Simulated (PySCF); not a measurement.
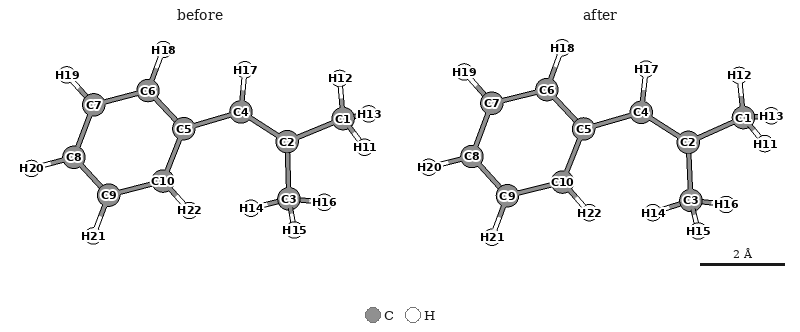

The structure of C10H12 before (left) and after (right) a relaxation, at one scale.

A ball-and-stick model, seen face on.

The start comes from GFN2-xTB.

These are results of PBE0-D3(BJ)/def2-SVP geometry optimisation, gas phase in PySCF, not measurements. 

> Summarise the run.

Over 8 geometry steps the energy falls by 1.54 kcal/mol. The largest force component goes from 0.75 to 0.0094 eV/Å. The largest move after the best rigid fit is that of H14, 0.13 Å. Largest moves by element: H 0.13 Å, C 0.08 Å. Among the contacts that change: C2–C4 1.333 → 1.348 Å, C1–H11 1.090 → 1.104 Å, C4–H17 1.084 → 1.097 Å, C10–H22 1.079 → 1.091 Å.
